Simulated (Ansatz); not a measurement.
**H2BrO (doublet): B3LYP, r2SCAN0, wB97X-V over a scan of the distance O1–H3 along a hydrogen transfer, cc-pVDZ**

Aim: run H2BrO (doublet) with these functionals over a scan of the distance O1–H3 along a hydrogen transfer, and hold them against the top wave-function level at the same points.

Method: cc-pVDZ, all electrons in the functionals; program: Ansatz 0.2.0, Gaussian basis.

Plan: B3LYP, r2SCAN0, wB97X-V, at 0.892 Å; 0.960 Å; 1.006 Å; 1.053 Å; 1.099 Å; 1.146 Å; 1.192 Å; 1.239 Å; 1.285 Å.

6 further runs of the same task are left out: 6 that didn't finish.

## Step 1: What is computed

The geometry derives from fragments relaxed apart (PBE0/def2-TZVP) and kept rigid, so it is no stationary point. A hydrogen atom is moved between rigid fragments. No spin-orbit coupling is included. The filled d shell of Br may be among the frozen orbitals whatever the setting's name suggests; the logs give the count.

4 atoms, charge 0, spin multiplicity 2.

Atoms are counted from 1 here; the program's logs count them from 0.

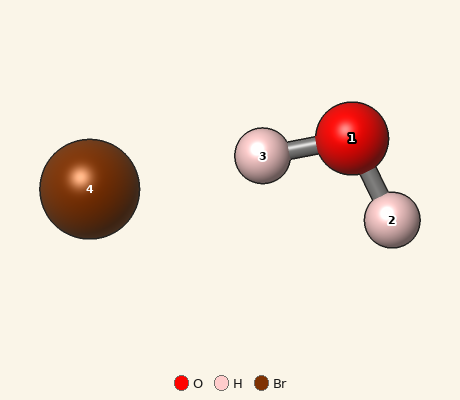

The geometry (oxygen red, hydrogen pink, bromine brown); atoms are numbered from 1 in the order of the file.

No dispersion term is added; wB97X-V holds VV10 nonlocal correlation. B3LYP takes the VWN-RPA correlation.

The geometry shown and the zero of energy belong to the point 0.960 Å. The yardstick, UCCSDT(Q), and other wave-function levels (R restricted, U unrestricted, valence and pair active spaces) come from earlier runs.

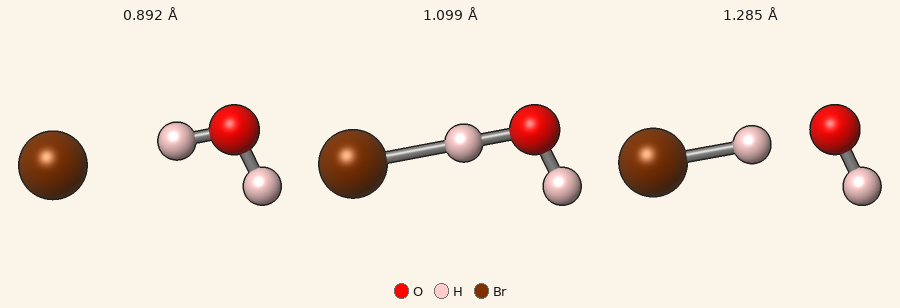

Three points of the scan; sticks are drawn by distance.

## Step 2: B3LYP, 0.892 Å

The input, in.yaml:

```yaml
crystal:
  periodic: [false, false, false]
  atoms:
    - {symbol: O, position_ang: [-0.864423, -0.231644, 0.000000]}
    - {symbol: H, position_ang: [-1.113732, 0.694932, 0.000000]}
    - {symbol: H, position_ang: [0.027577, -0.231644, 0.000000]}
    - {symbol: Br, position_ang: [1.950577, -0.231644, 0.000000]}
basis:
  gaussian: {orbitals: cc-pVDZ}
magnetization: {spin_polarized: true, initial_magnetization: 1}
hamiltonian: {xc: {name: B3LYP}}
```

Started as:

```sh
> ansatz run in.yaml --threads 1 --pin off --events-out ev --progress --plain --max-ram 2393MiB
```

Log, shortened:

```text
Functional definition: B3LYP
  name "B3LYP"
  cite "Stephens, Devlin, Chabalowski & Frisch, J. Phys. Chem. 98, 11623 (1994) doi:10.1021/j100096a001"
  cite "Becke, Phys. Rev. A 38, 3098 (1988) doi:10.1103/PhysRevA.38.3098"
  cite "Lee, Yang & Parr, Phys. Rev. B 37, 785 (1988) doi:10.1103/PhysRevB.37.785"
  cite "Vosko, Wilk & Nusair, Can. J. Phys. 58, 1200 (1980) doi:10.1139/p80-159"
[...]
530 factors; integrals over basis functions are off by at most 1.5e-3 eV
[...]
mean field -72124.22781226 eV, -2650.5164845431 hartree, gradient 4.8e-6 eV, S^2 0.752028; 11 other end points of the search recorded, 0 dependent functions left out
reference -72124.22796585 eV, -2650.5164901875 hartree; 23, 22 occupied and 28, 29 virtual orbitals, 530 factors
Total energy: -72124.22796585 eV, -2650.5164901875 hartree
```

It took 17 s on 1 thread of Arm Neoverse V2, shared host.

From the report: ⟨S²⟩ of the determinant 0.752 (pure doublet: 0.75).

## Step 3: B3LYP, 0.960 Å

The input, in.yaml:

```yaml
crystal:
  periodic: [false, false, false]
  atoms:
    - {symbol: O, position_ang: [-0.881305, -0.231644, 0.000000]}
    - {symbol: H, position_ang: [-1.130614, 0.694932, 0.000000]}
    - {symbol: H, position_ang: [0.078224, -0.231644, 0.000000]}
    - {symbol: Br, position_ang: [1.933695, -0.231644, 0.000000]}
basis:
  gaussian: {orbitals: cc-pVDZ}
magnetization: {spin_polarized: true, initial_magnetization: 1}
hamiltonian: {xc: {name: B3LYP}}
```

Launched as before.

Log, shortened:

```text
Functional definition: B3LYP
  name "B3LYP"
  cite "Stephens, Devlin, Chabalowski & Frisch, J. Phys. Chem. 98, 11623 (1994) doi:10.1021/j100096a001"
  cite "Becke, Phys. Rev. A 38, 3098 (1988) doi:10.1103/PhysRevA.38.3098"
  cite "Lee, Yang & Parr, Phys. Rev. B 37, 785 (1988) doi:10.1103/PhysRevB.37.785"
  cite "Vosko, Wilk & Nusair, Can. J. Phys. 58, 1200 (1980) doi:10.1139/p80-159"
[...]
531 factors; integrals over basis functions are off by at most 1.4e-3 eV
[...]
mean field -72124.41355556 eV, -2650.5233104834 hartree, gradient 4.8e-6 eV, S^2 0.752749; 7 other end points of the search recorded, 0 dependent functions left out
reference -72124.41370832 eV, -2650.5233160973 hartree; 23, 22 occupied and 28, 29 virtual orbitals, 531 factors
Total energy: -72124.41370832 eV, -2650.5233160973 hartree
```

Wall time 8 s (1 thread of Arm Neoverse V2, shared host).

From the report: ⟨S²⟩ of the determinant 0.753 (pure doublet: 0.75).

## Step 4: B3LYP, 1.006 Å

The input, in.yaml:

```yaml
crystal:
  periodic: [false, false, false]
  atoms:
    - {symbol: O, position_ang: [-0.892923, -0.231644, 0.000000]}
    - {symbol: H, position_ang: [-1.142232, 0.694932, 0.000000]}
    - {symbol: H, position_ang: [0.113077, -0.231644, 0.000000]}
    - {symbol: Br, position_ang: [1.922077, -0.231644, 0.000000]}
basis:
  gaussian: {orbitals: cc-pVDZ}
magnetization: {spin_polarized: true, initial_magnetization: 1}
hamiltonian: {xc: {name: B3LYP}}
```

The command is unchanged.

Log, shortened:

```text
Functional definition: B3LYP
  name "B3LYP"
  cite "Stephens, Devlin, Chabalowski & Frisch, J. Phys. Chem. 98, 11623 (1994) doi:10.1021/j100096a001"
  cite "Becke, Phys. Rev. A 38, 3098 (1988) doi:10.1103/PhysRevA.38.3098"
  cite "Lee, Yang & Parr, Phys. Rev. B 37, 785 (1988) doi:10.1103/PhysRevB.37.785"
  cite "Vosko, Wilk & Nusair, Can. J. Phys. 58, 1200 (1980) doi:10.1139/p80-159"
[...]
531 factors; integrals over basis functions are off by at most 1.4e-3 eV
[...]
mean field -72124.40958471 eV, -2650.5231645573 hartree, gradient 3.9e-6 eV, S^2 0.753544; 7 other end points of the search recorded, 0 dependent functions left out
reference -72124.40973734 eV, -2650.5231701665 hartree; 23, 22 occupied and 28, 29 virtual orbitals, 531 factors
Total energy: -72124.40973734 eV, -2650.5231701665 hartree
```

Run time: 7.5 s. Hardware: 1 thread of Arm Neoverse V2, shared host.

From the report: ⟨S²⟩ of the determinant 0.754 (pure doublet: 0.75).

From 0.960 Å: +0.4 kJ/mol.

## Step 5: B3LYP, 1.053 Å

The input, in.yaml:

```yaml
crystal:
  periodic: [false, false, false]
  atoms:
    - {symbol: O, position_ang: [-0.904673, -0.231644, 0.000000]}
    - {symbol: H, position_ang: [-1.153982, 0.694932, 0.000000]}
    - {symbol: H, position_ang: [0.148327, -0.231644, 0.000000]}
    - {symbol: Br, position_ang: [1.910327, -0.231644, 0.000000]}
basis:
  gaussian: {orbitals: cc-pVDZ}
magnetization: {spin_polarized: true, initial_magnetization: 1}
hamiltonian: {xc: {name: B3LYP}}
```

Launched as before.

Log, shortened:

```text
Functional definition: B3LYP
  name "B3LYP"
  cite "Stephens, Devlin, Chabalowski & Frisch, J. Phys. Chem. 98, 11623 (1994) doi:10.1021/j100096a001"
  cite "Becke, Phys. Rev. A 38, 3098 (1988) doi:10.1103/PhysRevA.38.3098"
  cite "Lee, Yang & Parr, Phys. Rev. B 37, 785 (1988) doi:10.1103/PhysRevB.37.785"
  cite "Vosko, Wilk & Nusair, Can. J. Phys. 58, 1200 (1980) doi:10.1139/p80-159"
[...]
531 factors; integrals over basis functions are off by at most 1.4e-3 eV
[...]
mean field -72124.34122315 eV, -2650.5206523163 hartree, gradient 1.3e-6 eV, S^2 0.754617; 7 other end points of the search recorded, 0 dependent functions left out
reference -72124.34137570 eV, -2650.5206579226 hartree; 23, 22 occupied and 28, 29 virtual orbitals, 531 factors
Total energy: -72124.34137570 eV, -2650.5206579226 hartree
```

Wall time 8 s (1 thread of Arm Neoverse V2, shared host).

From the report: ⟨S²⟩ of the determinant 0.755 (pure doublet: 0.75).

From 0.960 Å: +7.0 kJ/mol.

## Step 6: B3LYP, 1.099 Å

The input, in.yaml:

```yaml
crystal:
  periodic: [false, false, false]
  atoms:
    - {symbol: O, position_ang: [-0.916173, -0.231644, 0.000000]}
    - {symbol: H, position_ang: [-1.165482, 0.694932, 0.000000]}
    - {symbol: H, position_ang: [0.182827, -0.231644, 0.000000]}
    - {symbol: Br, position_ang: [1.898827, -0.231644, 0.000000]}
basis:
  gaussian: {orbitals: cc-pVDZ}
magnetization: {spin_polarized: true, initial_magnetization: 1}
hamiltonian: {xc: {name: B3LYP}}
```

Same command.

Log, shortened:

```text
Functional definition: B3LYP
  name "B3LYP"
  cite "Stephens, Devlin, Chabalowski & Frisch, J. Phys. Chem. 98, 11623 (1994) doi:10.1021/j100096a001"
  cite "Becke, Phys. Rev. A 38, 3098 (1988) doi:10.1103/PhysRevA.38.3098"
  cite "Lee, Yang & Parr, Phys. Rev. B 37, 785 (1988) doi:10.1103/PhysRevB.37.785"
  cite "Vosko, Wilk & Nusair, Can. J. Phys. 58, 1200 (1980) doi:10.1139/p80-159"
[...]
533 factors; integrals over basis functions are off by at most 1.5e-3 eV
[...]
mean field -72124.24026463 eV, -2650.5169421594 hartree, gradient 3.8e-6 eV, S^2 0.755849; 7 other end points of the search recorded, 0 dependent functions left out
reference -72124.24041714 eV, -2650.5169477638 hartree; 23, 22 occupied and 28, 29 virtual orbitals, 533 factors
Total energy: -72124.24041714 eV, -2650.5169477638 hartree
```

Wall time 7 s (1 thread of Arm Neoverse V2, shared host).

From the report: ⟨S²⟩ of the determinant 0.756 (pure doublet: 0.75).

From 0.960 Å: +16.7 kJ/mol.

## Step 7: B3LYP, 1.146 Å

The input, in.yaml:

```yaml
crystal:
  periodic: [false, false, false]
  atoms:
    - {symbol: O, position_ang: [-0.927923, -0.231644, 0.000000]}
    - {symbol: H, position_ang: [-1.177232, 0.694932, 0.000000]}
    - {symbol: H, position_ang: [0.218077, -0.231644, 0.000000]}
    - {symbol: Br, position_ang: [1.887077, -0.231644, 0.000000]}
basis:
  gaussian: {orbitals: cc-pVDZ}
magnetization: {spin_polarized: true, initial_magnetization: 1}
hamiltonian: {xc: {name: B3LYP}}
```

Launched as before.

Log, shortened:

```text
Functional definition: B3LYP
  name "B3LYP"
  cite "Stephens, Devlin, Chabalowski & Frisch, J. Phys. Chem. 98, 11623 (1994) doi:10.1021/j100096a001"
  cite "Becke, Phys. Rev. A 38, 3098 (1988) doi:10.1103/PhysRevA.38.3098"
  cite "Lee, Yang & Parr, Phys. Rev. B 37, 785 (1988) doi:10.1103/PhysRevB.37.785"
  cite "Vosko, Wilk & Nusair, Can. J. Phys. 58, 1200 (1980) doi:10.1139/p80-159"
[...]
533 factors; integrals over basis functions are off by at most 1.4e-3 eV
[...]
mean field -72124.12452627 eV, -2650.5126888529 hartree, gradient 3.0e-6 eV, S^2 0.757076; 5 other end points of the search recorded, 0 dependent functions left out
reference -72124.12467875 eV, -2650.5126944566 hartree; 23, 22 occupied and 28, 29 virtual orbitals, 533 factors
Total energy: -72124.12467875 eV, -2650.5126944566 hartree
```

Run time: 6 s. Hardware: 1 thread of Arm Neoverse V2, shared host.

From the report: ⟨S²⟩ of the determinant 0.757 (pure doublet: 0.75).

From 0.960 Å: +27.9 kJ/mol.

## Step 8: B3LYP, 1.192 Å

The input, in.yaml:

```yaml
crystal:
  periodic: [false, false, false]
  atoms:
    - {symbol: O, position_ang: [-0.939423, -0.231644, 0.000000]}
    - {symbol: H, position_ang: [-1.188732, 0.694932, 0.000000]}
    - {symbol: H, position_ang: [0.252577, -0.231644, 0.000000]}
    - {symbol: Br, position_ang: [1.875577, -0.231644, 0.000000]}
basis:
  gaussian: {orbitals: cc-pVDZ}
magnetization: {spin_polarized: true, initial_magnetization: 1}
hamiltonian: {xc: {name: B3LYP}}
```

Launched as before.

Log, shortened:

```text
Functional definition: B3LYP
  name "B3LYP"
  cite "Stephens, Devlin, Chabalowski & Frisch, J. Phys. Chem. 98, 11623 (1994) doi:10.1021/j100096a001"
  cite "Becke, Phys. Rev. A 38, 3098 (1988) doi:10.1103/PhysRevA.38.3098"
  cite "Lee, Yang & Parr, Phys. Rev. B 37, 785 (1988) doi:10.1103/PhysRevB.37.785"
  cite "Vosko, Wilk & Nusair, Can. J. Phys. 58, 1200 (1980) doi:10.1139/p80-159"
[...]
533 factors; integrals over basis functions are off by at most 1.4e-3 eV
[...]
mean field -72124.01386650 eV, -2650.5086221815 hartree, gradient 2.1e-6 eV, S^2 0.757936; 5 other end points of the search recorded, 0 dependent functions left out
reference -72124.01401900 eV, -2650.5086277856 hartree; 23, 22 occupied and 28, 29 virtual orbitals, 533 factors
Total energy: -72124.01401900 eV, -2650.5086277856 hartree
```

Wall time 6 s (1 thread of Arm Neoverse V2, shared host).

From the report: ⟨S²⟩ of the determinant 0.758 (pure doublet: 0.75).

From 0.960 Å: +38.6 kJ/mol.

## Step 9: B3LYP, 1.239 Å

The input, in.yaml:

```yaml
crystal:
  periodic: [false, false, false]
  atoms:
    - {symbol: O, position_ang: [-0.951173, -0.231644, 0.000000]}
    - {symbol: H, position_ang: [-1.200482, 0.694932, 0.000000]}
    - {symbol: H, position_ang: [0.287827, -0.231644, 0.000000]}
    - {symbol: Br, position_ang: [1.863827, -0.231644, 0.000000]}
basis:
  gaussian: {orbitals: cc-pVDZ}
magnetization: {spin_polarized: true, initial_magnetization: 1}
hamiltonian: {xc: {name: B3LYP}}
```

The command is unchanged.

Log, shortened:

```text
Functional definition: B3LYP
  name "B3LYP"
  cite "Stephens, Devlin, Chabalowski & Frisch, J. Phys. Chem. 98, 11623 (1994) doi:10.1021/j100096a001"
  cite "Becke, Phys. Rev. A 38, 3098 (1988) doi:10.1103/PhysRevA.38.3098"
  cite "Lee, Yang & Parr, Phys. Rev. B 37, 785 (1988) doi:10.1103/PhysRevB.37.785"
  cite "Vosko, Wilk & Nusair, Can. J. Phys. 58, 1200 (1980) doi:10.1139/p80-159"
[...]
533 factors; integrals over basis functions are off by at most 1.4e-3 eV
[...]
mean field -72123.91173588 eV, -2650.5048689503 hartree, gradient 3.6e-6 eV, S^2 0.758196; 5 other end points of the search recorded, 0 dependent functions left out
reference -72123.91188840 eV, -2650.5048745553 hartree; 23, 22 occupied and 28, 29 virtual orbitals, 533 factors
Total energy: -72123.91188840 eV, -2650.5048745553 hartree
```

Wall time 7 s (1 thread of Arm Neoverse V2, shared host).

From the report: ⟨S²⟩ of the determinant 0.758 (pure doublet: 0.75).

From 0.960 Å: +48.4 kJ/mol.

## Step 10: B3LYP, 1.285 Å

The input, in.yaml:

```yaml
crystal:
  periodic: [false, false, false]
  atoms:
    - {symbol: O, position_ang: [-0.962673, -0.231644, 0.000000]}
    - {symbol: H, position_ang: [-1.211982, 0.694932, 0.000000]}
    - {symbol: H, position_ang: [0.322327, -0.231644, 0.000000]}
    - {symbol: Br, position_ang: [1.852327, -0.231644, 0.000000]}
basis:
  gaussian: {orbitals: cc-pVDZ}
magnetization: {spin_polarized: true, initial_magnetization: 1}
hamiltonian: {xc: {name: B3LYP}}
```

The command is unchanged.

Log, shortened:

```text
Functional definition: B3LYP
  name "B3LYP"
  cite "Stephens, Devlin, Chabalowski & Frisch, J. Phys. Chem. 98, 11623 (1994) doi:10.1021/j100096a001"
  cite "Becke, Phys. Rev. A 38, 3098 (1988) doi:10.1103/PhysRevA.38.3098"
  cite "Lee, Yang & Parr, Phys. Rev. B 37, 785 (1988) doi:10.1103/PhysRevB.37.785"
  cite "Vosko, Wilk & Nusair, Can. J. Phys. 58, 1200 (1980) doi:10.1139/p80-159"
[...]
532 factors; integrals over basis functions are off by at most 1.5e-3 eV
[...]
mean field -72123.82342029 eV, -2650.5016234124 hartree, gradient 3.0e-6 eV, S^2 0.757783; 5 other end points of the search recorded, 0 dependent functions left out
reference -72123.82357285 eV, -2650.5016290187 hartree; 23, 22 occupied and 28, 29 virtual orbitals, 532 factors
Total energy: -72123.82357285 eV, -2650.5016290187 hartree
```

Wall time 6.5 s (1 thread of Arm Neoverse V2, shared host).

From the report: ⟨S²⟩ of the determinant 0.758 (pure doublet: 0.75).

From 0.960 Å: +56.9 kJ/mol.

## Step 11: r2SCAN0, 0.892 Å

The input, in.yaml:

```yaml
crystal:
  periodic: [false, false, false]
  atoms:
    - {symbol: O, position_ang: [-0.864423, -0.231644, 0.000000]}
    - {symbol: H, position_ang: [-1.113732, 0.694932, 0.000000]}
    - {symbol: H, position_ang: [0.027577, -0.231644, 0.000000]}
    - {symbol: Br, position_ang: [1.950577, -0.231644, 0.000000]}
basis:
  gaussian: {orbitals: cc-pVDZ}
magnetization: {spin_polarized: true, initial_magnetization: 1}
hamiltonian: {xc: {name: r2SCAN0}}
```

The command is unchanged.

Log, shortened:

```text
Functional definition: r2SCAN0
  name "r2SCAN0"
  cite "Bursch, Neugebauer, Ehlert & Grimme, J. Chem. Phys. 156, 134105 (2022) doi:10.1063/5.0086040"
  cite "Furness, Kaplan, Ning, Perdew & Sun, J. Phys. Chem. Lett. 11, 8208 (2020) doi:10.1021/acs.jpclett.0c02405"
  cite "Furness, Kaplan, Ning, Perdew & Sun, J. Phys. Chem. Lett. 11, 9248 (2020) doi:10.1021/acs.jpclett.0c03077"
  parent r2scan
[...]
530 factors; integrals over basis functions are off by at most 1.5e-3 eV
[...]
mean field -72121.69125991 eV, -2650.4232679634 hartree, gradient 1.6e-6 eV, S^2 0.754021; 5 other end points of the search recorded, 0 dependent functions left out
reference -72121.69126484 eV, -2650.4232681446 hartree; 23, 22 occupied and 28, 29 virtual orbitals, 530 factors
Total energy: -72121.69126484 eV, -2650.4232681446 hartree
```

Wall time 21 s (1 thread of Arm Neoverse V2, shared host).

From the report: ⟨S²⟩ of the determinant 0.754 (pure doublet: 0.75).

## Step 12: r2SCAN0, 0.960 Å

The input, in.yaml:

```yaml
crystal:
  periodic: [false, false, false]
  atoms:
    - {symbol: O, position_ang: [-0.881305, -0.231644, 0.000000]}
    - {symbol: H, position_ang: [-1.130614, 0.694932, 0.000000]}
    - {symbol: H, position_ang: [0.078224, -0.231644, 0.000000]}
    - {symbol: Br, position_ang: [1.933695, -0.231644, 0.000000]}
basis:
  gaussian: {orbitals: cc-pVDZ}
magnetization: {spin_polarized: true, initial_magnetization: 1}
hamiltonian: {xc: {name: r2SCAN0}}
```

Launched as before.

Log, shortened:

```text
Functional definition: r2SCAN0
  name "r2SCAN0"
  cite "Bursch, Neugebauer, Ehlert & Grimme, J. Chem. Phys. 156, 134105 (2022) doi:10.1063/5.0086040"
  cite "Furness, Kaplan, Ning, Perdew & Sun, J. Phys. Chem. Lett. 11, 8208 (2020) doi:10.1021/acs.jpclett.0c02405"
  cite "Furness, Kaplan, Ning, Perdew & Sun, J. Phys. Chem. Lett. 11, 9248 (2020) doi:10.1021/acs.jpclett.0c03077"
  parent r2scan
[...]
531 factors; integrals over basis functions are off by at most 1.4e-3 eV
[...]
mean field -72121.84282671 eV, -2650.4288379408 hartree, gradient 1.8e-6 eV, S^2 0.755400; 5 other end points of the search recorded, 0 dependent functions left out
reference -72121.84283163 eV, -2650.4288381214 hartree; 23, 22 occupied and 28, 29 virtual orbitals, 531 factors
Total energy: -72121.84283163 eV, -2650.4288381214 hartree
```

It took 21 s on 1 thread of Arm Neoverse V2, shared host.

From the report: ⟨S²⟩ of the determinant 0.755 (pure doublet: 0.75).

## Step 13: r2SCAN0, 1.006 Å

The input, in.yaml:

```yaml
crystal:
  periodic: [false, false, false]
  atoms:
    - {symbol: O, position_ang: [-0.892923, -0.231644, 0.000000]}
    - {symbol: H, position_ang: [-1.142232, 0.694932, 0.000000]}
    - {symbol: H, position_ang: [0.113077, -0.231644, 0.000000]}
    - {symbol: Br, position_ang: [1.922077, -0.231644, 0.000000]}
basis:
  gaussian: {orbitals: cc-pVDZ}
magnetization: {spin_polarized: true, initial_magnetization: 1}
hamiltonian: {xc: {name: r2SCAN0}}
```

The command is unchanged.

Log, shortened:

```text
Functional definition: r2SCAN0
  name "r2SCAN0"
  cite "Bursch, Neugebauer, Ehlert & Grimme, J. Chem. Phys. 156, 134105 (2022) doi:10.1063/5.0086040"
  cite "Furness, Kaplan, Ning, Perdew & Sun, J. Phys. Chem. Lett. 11, 8208 (2020) doi:10.1021/acs.jpclett.0c02405"
  cite "Furness, Kaplan, Ning, Perdew & Sun, J. Phys. Chem. Lett. 11, 9248 (2020) doi:10.1021/acs.jpclett.0c03077"
  parent r2scan
[...]
531 factors; integrals over basis functions are off by at most 1.4e-3 eV
[...]
mean field -72121.81745864 eV, -2650.4279056813 hartree, gradient 2.4e-6 eV, S^2 0.757007; 5 other end points of the search recorded, 0 dependent functions left out
reference -72121.81746354 eV, -2650.4279058615 hartree; 23, 22 occupied and 28, 29 virtual orbitals, 531 factors
Total energy: -72121.81746354 eV, -2650.4279058615 hartree
```

Wall time 14 s (1 thread of Arm Neoverse V2, shared host).

From the report: ⟨S²⟩ of the determinant 0.757 (pure doublet: 0.75).

From 0.960 Å: +2.4 kJ/mol.

## Step 14: r2SCAN0, 1.053 Å

The input, in.yaml:

```yaml
crystal:
  periodic: [false, false, false]
  atoms:
    - {symbol: O, position_ang: [-0.904673, -0.231644, 0.000000]}
    - {symbol: H, position_ang: [-1.153982, 0.694932, 0.000000]}
    - {symbol: H, position_ang: [0.148327, -0.231644, 0.000000]}
    - {symbol: Br, position_ang: [1.910327, -0.231644, 0.000000]}
basis:
  gaussian: {orbitals: cc-pVDZ}
magnetization: {spin_polarized: true, initial_magnetization: 1}
hamiltonian: {xc: {name: r2SCAN0}}
```

Same command.

Log, shortened:

```text
Functional definition: r2SCAN0
  name "r2SCAN0"
  cite "Bursch, Neugebauer, Ehlert & Grimme, J. Chem. Phys. 156, 134105 (2022) doi:10.1063/5.0086040"
  cite "Furness, Kaplan, Ning, Perdew & Sun, J. Phys. Chem. Lett. 11, 8208 (2020) doi:10.1021/acs.jpclett.0c02405"
  cite "Furness, Kaplan, Ning, Perdew & Sun, J. Phys. Chem. Lett. 11, 9248 (2020) doi:10.1021/acs.jpclett.0c03077"
  parent r2scan
[...]
531 factors; integrals over basis functions are off by at most 1.4e-3 eV
[...]
mean field -72121.73085911 eV, -2650.4247232072 hartree, gradient 3.8e-6 eV, S^2 0.759246; 5 other end points of the search recorded, 0 dependent functions left out
reference -72121.73086400 eV, -2650.4247233870 hartree; 23, 22 occupied and 28, 29 virtual orbitals, 531 factors
Total energy: -72121.73086400 eV, -2650.4247233870 hartree
```

Wall time 13 s (1 thread of Arm Neoverse V2, shared host).

From the report: ⟨S²⟩ of the determinant 0.759 (pure doublet: 0.75).

From 0.960 Å: +10.8 kJ/mol.

## Step 15: r2SCAN0, 1.099 Å

The input, in.yaml:

```yaml
crystal:
  periodic: [false, false, false]
  atoms:
    - {symbol: O, position_ang: [-0.916173, -0.231644, 0.000000]}
    - {symbol: H, position_ang: [-1.165482, 0.694932, 0.000000]}
    - {symbol: H, position_ang: [0.182827, -0.231644, 0.000000]}
    - {symbol: Br, position_ang: [1.898827, -0.231644, 0.000000]}
basis:
  gaussian: {orbitals: cc-pVDZ}
magnetization: {spin_polarized: true, initial_magnetization: 1}
hamiltonian: {xc: {name: r2SCAN0}}
```

Launched as before.

Log, shortened:

```text
Functional definition: r2SCAN0
  name "r2SCAN0"
  cite "Bursch, Neugebauer, Ehlert & Grimme, J. Chem. Phys. 156, 134105 (2022) doi:10.1063/5.0086040"
  cite "Furness, Kaplan, Ning, Perdew & Sun, J. Phys. Chem. Lett. 11, 8208 (2020) doi:10.1021/acs.jpclett.0c02405"
  cite "Furness, Kaplan, Ning, Perdew & Sun, J. Phys. Chem. Lett. 11, 9248 (2020) doi:10.1021/acs.jpclett.0c03077"
  parent r2scan
[...]
533 factors; integrals over basis functions are off by at most 1.5e-3 eV
[...]
mean field -72121.61758162 eV, -2650.4205603364 hartree, gradient 3.0e-6 eV, S^2 0.761843; 5 other end points of the search recorded, 0 dependent functions left out
reference -72121.61758650 eV, -2650.4205605156 hartree; 23, 22 occupied and 28, 29 virtual orbitals, 533 factors
Total energy: -72121.61758650 eV, -2650.4205605156 hartree
```

Run time: 13 s. Hardware: 1 thread of Arm Neoverse V2, shared host.

From the report: ⟨S²⟩ of the determinant 0.762 (pure doublet: 0.75).

From 0.960 Å: +21.7 kJ/mol.

(Part 1 of 2 ends here.)
